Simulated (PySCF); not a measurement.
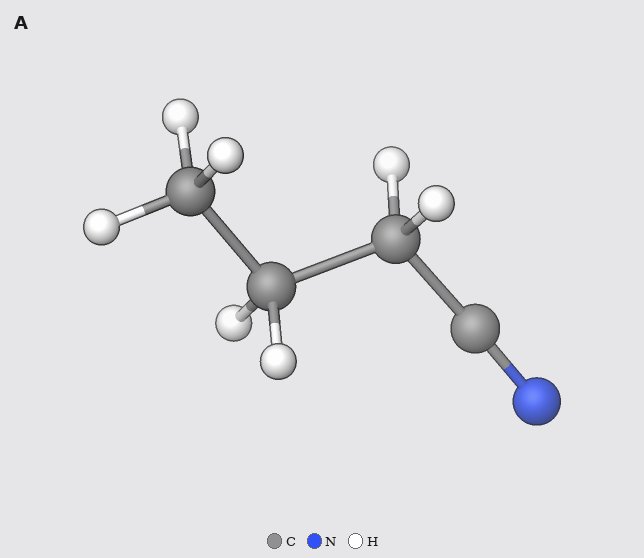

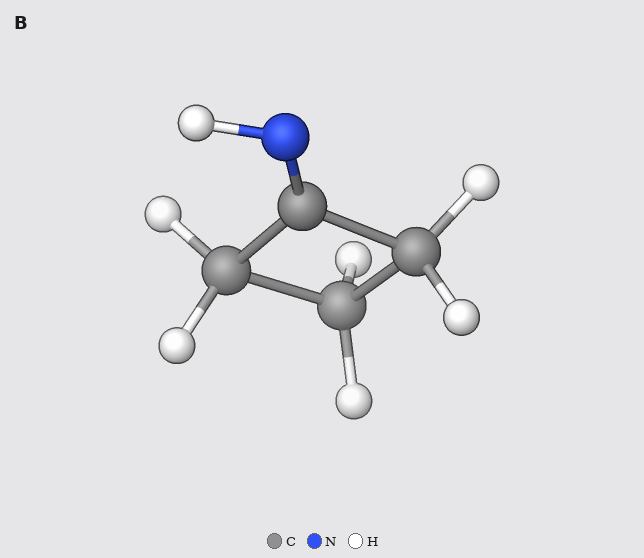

2 stationary structures of one formula. Geometries: PBE0-D3(BJ)/def2-SVP. Electronic energies: PBE0-D3(BJ)/def2-SVP (PySCF 2.14.0), without zero-point energy. No frequency run is at hand to confirm each as a minimum. Each is one conformer, not always the lowest.

### How are they related?

They are constitutional isomers of C4H7N: A `CCCC#N`, B `N=C1CCC1`.

### Rank them by energy, lowest first.

A is lowest; B lies 0.671 eV above it.
